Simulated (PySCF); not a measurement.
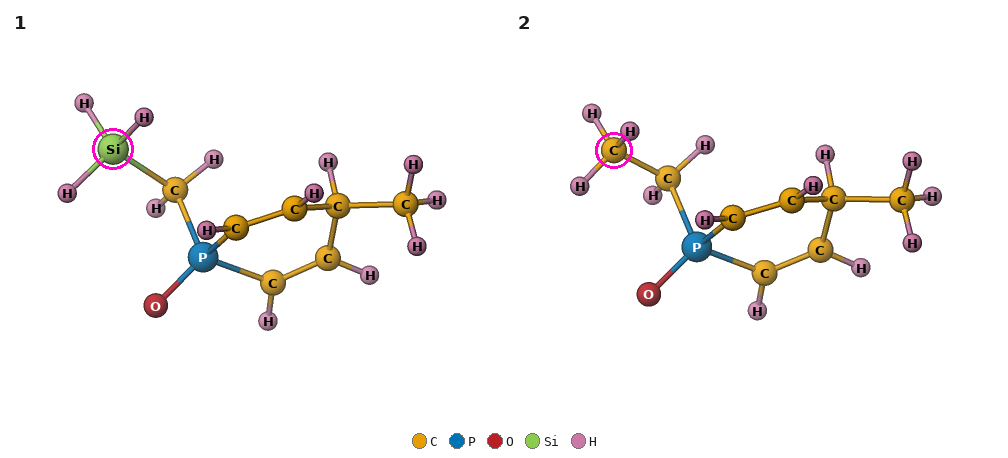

2 molecules with one skeleton, seen from the same side and at one scale; the atom that differs is circled. Each species is neutral and a spin singlet. Computed geometries: GFN2-xTB optimisations, one conformation each. Properties computed with PySCF 2.14.0.

One atom differs, called X below: Si in panel 1, C in panel 2. Their formulas are C7H13OPSi (`C[C@H]1C=C[P@](=O)(C[SiH3])C=C1`), C8H13OP (`CC[P@]1(=O)C=C[C@@H](C)C=C1`).

### In which is the GIAO shielding of the C bonded to X larger (PBE0/pcSseg-1)?

In panel 1 (X = Si).

### In which is the mean length of X–H larger (GFN2-xTB)?

In panel 1 (X = Si).

Give the values. With GFN2-xTB: length of X–C (Å), mean length of X–H (Å), mean angle C–X–H (°). With PBE0/pcSseg-1: dipole moment (D), HOMO energy (Kohn–Sham orbital) (eV), HOMO–LUMO gap (eV), Hirshfeld charge of X (e), GIAO shielding of the C bonded to X (ppm).

```
                                 quantity  1 (Si)  2 (C)   2 − 1
                        length of X–C (Å)   1.900  1.520  −0.380
                   mean length of X–H (Å)   1.464  1.089  −0.375
                     mean angle C–X–H (°)   108.7  110.3    +1.6
                        dipole moment (D)    5.02   5.03   +0.01
     HOMO energy (Kohn–Sham orbital) (eV)   −7.54  −7.42   +0.12
                       HOMO–LUMO gap (eV)    6.61   6.57   −0.04
                Hirshfeld charge of X (e)    0.31  −0.12   −0.43
GIAO shielding of the C bonded to X (ppm)   171.4  156.9   −14.5
```

The geometry is semi-empirical. Around P, Si such bond lengths and angles can be off by a tenth of an ångström or more and by several degrees, and values that hang on the shape move with them.
